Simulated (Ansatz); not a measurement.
Base system: TiO2 in the rutile structure (space group P4_2/mnm, No. 136; a = 4.5912 Å, c = 2.9390 Å). Axes: x, y, z lie along a, b, c of the conventional cell.

One thing is altered: tensor shear ε_xz = +0.67 % (engineering shear γ = 0.0134), atoms relaxed at fixed cell.

The values are results of Kohn–Sham DFT with the PBEsol functional, run in Ansatz (a program for electronic structure) with PAW and 420 eV plane waves, spin-orbit coupling left out, not measurements.

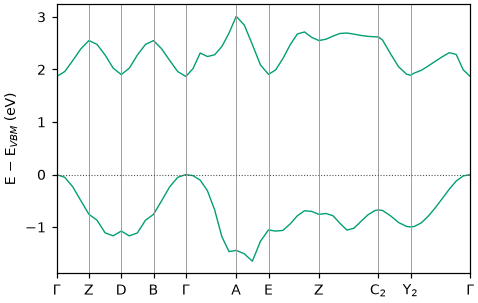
*Highest valence and lowest conduction band along the path of the changed cell's own zone*

Question: Read the changed gap and its character from the plot.

Answer: About 1.9 eV, direct at Γ.

The cells carry an imposed strain or load. Whether these cells are dynamically stable was not tested. The final runs are not spin-polarised. Labels are those of the standard path for the cell's own space group.
